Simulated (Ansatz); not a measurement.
A series of calculations on BH2BrF2

Part 1: Relaxation

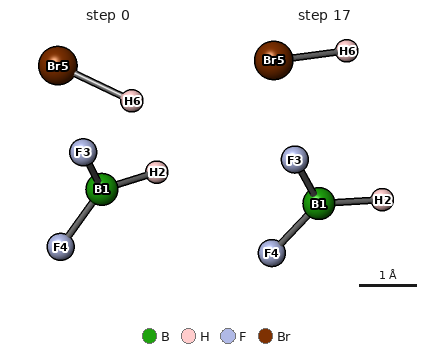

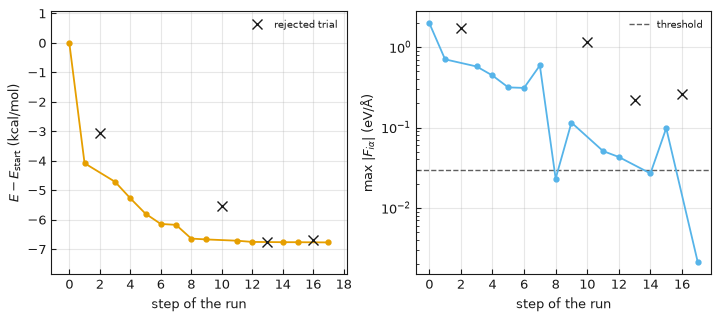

First and last geometry of a relaxation of BH2BrF2, with the history of the run. Style: ball-and-stick. Shown from a free direction.

The run prepares an end point of a later path (reaction) calculation, from a guessed geometry.

Theory: RHF/def2-SVP (Ansatz 0.2.0).

The input:
```yaml
crystal:
  periodic: [false, false, false]
  atoms:
    - { symbol: B, position_ang: [-0.006098, 0.266278, -0.048246] }
    - { symbol: H, position_ang: [-0.001809, 0.302306, 1.14044] }
    - { symbol: F, position_ang: [1.112517, 0.29209, -0.715643] }
    - { symbol: F, position_ang: [-1.130463, 0.23797, -0.705257] }
    - { symbol: Br, position_ang: [0.101419, -2.750102, 1.149163] }
    - { symbol: H, position_ang: [0.060433, -1.433842, 1.838742] }
basis:
  gaussian: { orbitals: def2-SVP }
hamiltonian:
  xc: hf
relax:
  f_tol: 0.03
  max_steps: 50
output:
  orbitals: {}
```

Command:
```bash
ansatz run input.yaml --threads 1 --pin off --max-ram 2048MiB --backend cpu --events-out ev --progress --plain --runs-dir out
```

### What do the curves and the structures tell?

It converged. H6 moves most after the best rigid fit: 1.33 Å. Largest moves by element: H 1.33 Å, B 0.38 Å, F 0.22 Å, Br 0.15 Å. Near-neighbour distances that change, for instance: Br5–H6 1.487 → 1.408 Å. After 13 accepted moves (17 points after the start) the energy has fallen by 6.77 kcal/mol. The largest force component goes from 2 to 0.0021 eV/Å. The line search rejected the trial steps at points 2, 10, 13, 16 of the run. The forces were under the threshold at step 8, but the run went on from there. Cost: 33 s on 1 thread of Arm Neoverse V1, with other jobs on the host, peak memory 0.16 GiB.

Limits of the set-up: Hartree-Fock leaves out electron correlation.

Part 2: Relaxation

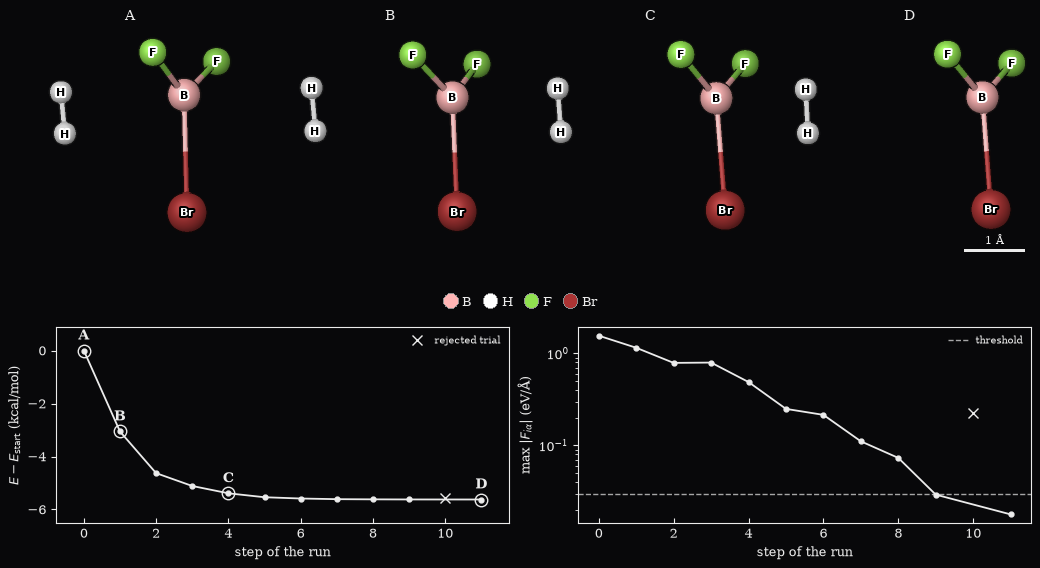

Frames of a relaxation of BH$_{2}$BrF$_{2}$, marked on the history of the run. A ball-and-stick model, seen from a free direction.

The run prepares an end point of a later path (reaction) calculation, from a guessed geometry.

Computed with RHF/def2-SVP (Ansatz).

Input file:
```yaml
crystal:
  periodic: [false, false, false]
  atoms:
    - { symbol: B, position_ang: [0.02638, -0.557276, -0.348431] }
    - { symbol: H, position_ang: [-0.011741, 0.272097, 1.899564] }
    - { symbol: F, position_ang: [1.131155, 0.079396, -0.560196] }
    - { symbol: F, position_ang: [-1.111682, 0.026167, -0.534088] }
    - { symbol: Br, position_ang: [0.078416, -2.478972, 0.178162] }
    - { symbol: H, position_ang: [0.023473, -0.426713, 2.024189] }
basis:
  gaussian: { orbitals: def2-SVP }
hamiltonian:
  xc: hf
relax:
  f_tol: 0.03
  max_steps: 50
```

Launched with:
```bash
ansatz run input.yaml --threads 1 --pin off --max-ram 2048MiB --backend cpu --events-out ev --progress --plain --runs-dir out
```

Q: Describe the path.

A: Over 10 accepted moves (11 points after the start) the energy falls by 5.62 kcal/mol. Largest force component: 1.6 eV/Å at the start, 0.018 eV/Å at the end. The line search rejected the trial step at point 10 of the run. The forces were under the threshold at step 9, but the run went on from there. H6 moves most after the best rigid fit: 0.71 Å. By element the largest moves are H 0.71 Å, Br 0.46 Å, B 0.36 Å, F 0.30 Å. Some distances before and after: B1–Br5 1.993 → 1.912 Å, H2–H6 0.711 → 0.747 Å. The run took 23 s on 1 thread of Arm Neoverse V1, with other jobs on the host, peak memory 0.16 GiB. From step 0 to 1: H and Br atoms move most (0.20 Å), energy −3.06 kcal/mol. From step 1 to 4: H6 moves most (0.28 Å), energy −2.33 kcal/mol. From step 4 to 11: H6 moves most (0.25 Å), energy −0.23 kcal/mol.

```json
{"step": "0", "E − E(0), kcal/mol": "0.00", "largest force component, eV/Å": "1.5613", "note": ""}
{"step": "1", "E − E(0), kcal/mol": "-3.06", "largest force component, eV/Å": "1.1540", "note": ""}
{"step": "2", "E − E(0), kcal/mol": "-4.63", "largest force component, eV/Å": "0.7901", "note": ""}
{"step": "3", "E − E(0), kcal/mol": "-5.11", "largest force component, eV/Å": "0.7964", "note": ""}
{"step": "4", "E − E(0), kcal/mol": "-5.39", "largest force component, eV/Å": "0.4894", "note": ""}
{"step": "5", "E − E(0), kcal/mol": "-5.54", "largest force component, eV/Å": "0.2498", "note": ""}
{"step": "6", "E − E(0), kcal/mol": "-5.59", "largest force component, eV/Å": "0.2150", "note": ""}
{"step": "7", "E − E(0), kcal/mol": "-5.61", "largest force component, eV/Å": "0.1109", "note": ""}
{"step": "8", "E − E(0), kcal/mol": "-5.62", "largest force component, eV/Å": "0.0732", "note": ""}
{"step": "9", "E − E(0), kcal/mol": "-5.62", "largest force component, eV/Å": "0.0292", "note": ""}
{"step": "10", "E − E(0), kcal/mol": "-5.58", "largest force component, eV/Å": "0.2237", "note": "rejected"}
{"step": "11", "E − E(0), kcal/mol": "-5.62", "largest force component, eV/Å": "0.0178", "note": ""}
```

Limits of the set-up: the start holds two separate molecules, 2.4 Å apart at their closest, whose relative position is a soft coordinate and is computed without a dispersion correction; Hartree-Fock leaves out electron correlation.

Part 3: Path

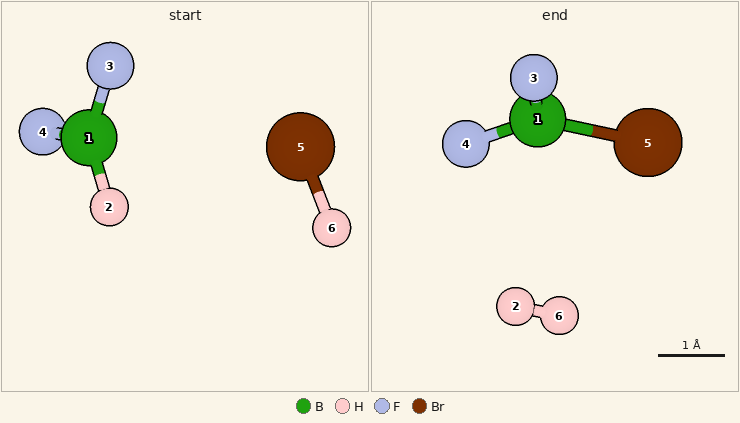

The two relaxed end points of a path for BH2BrF2, made up at the start of BHF2 and HBr. A ball-and-stick model, seen at a tilt.

Level of theory: RHF/def2-SVP (Ansatz).

Run with 7 movable images; climbing image; force threshold 0.05 eV/Å; iteration limit 60.

Start:
```xyz
6

B    -0.0166    0.5850   -0.2513
H    -0.0235    0.9715    0.8731
F     1.1035    0.4171   -0.8968
F    -1.1298    0.3452   -0.8859
Br    0.0975   -2.8722    1.2269
H     0.1048   -2.5319    2.5932
```

End:
```xyz
6

B     0.0199   -0.5905   -0.6876
H    -0.0013    0.3066    2.6346
F     1.1189    0.0924   -0.7699
F    -1.1155    0.0331   -0.7415
Br    0.0731   -2.4923   -0.4957
H     0.0408   -0.4347    2.7195
```

What barrier does the band find between them, and by what path?

Answer. Forward barrier 46.1 kcal/mol, backward barrier 50.2 kcal/mol, with image 4 at the top; the reaction energy is −4.1 kcal/mol. Breaking: B1–H2 (1.19 → 1.32 at the top → 3.44 Å), Br5–H6 (1.41 → 1.73 at the top → 3.82 Å). Forming: B1–Br5 (3.76 → 2.32 at the top → 1.91 Å), H2–H6 (3.90 → 1.01 at the top → 0.75 Å). The band converged in 21 iterations. The largest component of the band force went from 6.3 to 0.022 eV/Å. The climbing image converged on the top of the path. Its vibrational analysis gives one imaginary mode (1343i cm⁻¹), as a transition state must have.

Energies of the converged images:

| image | path (Å) | E (kcal/mol) |
| --- | --- | --- |
| 0 | 0.00 | 0.0 |
| 1 | 0.69 | 0.4 |
| 2 | 1.38 | 2.5 |
| 3 | 2.07 | 12.2 |
| 4 | 2.75 | 46.1 |
| 5 | 3.39 | 15.0 |
| 6 | 4.03 | -0.3 |
| 7 | 4.66 | -3.7 |
| 8 | 5.30 | -4.1 |

The geometry at the top of the path:

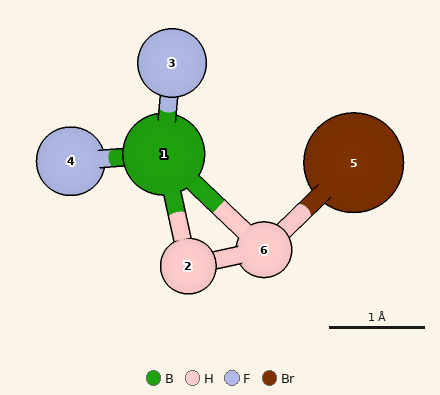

Limits of the set-up: the start holds two separate molecules, 3.8 Å apart at their closest, whose relative position is a soft coordinate and is computed without a dispersion correction; Hartree-Fock leaves out electron correlation.

The run took 3.9 min on 1 thread of Arm Neoverse V1, on a shared host, peak memory 0.16 GiB.
